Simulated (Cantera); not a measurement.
A closed system holds: 1 mol H2O, a varied amount of H2, at 2700 °C and 1 atm.

Equilibrium computed with Cantera from the NASA thermochemical tables; the gas is ideal and each condensed phase is pure. Candidate condensed phases: H2O; 9 gas species. Kinetics and transport are ignored.

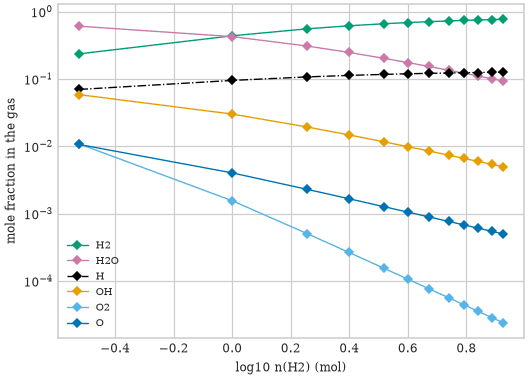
Figure: Equilibrium gas composition (values under 1e-9 drawn at 1e-9)

From 0.3 mol H2 to 8.4 mol H2 nothing is condensed.
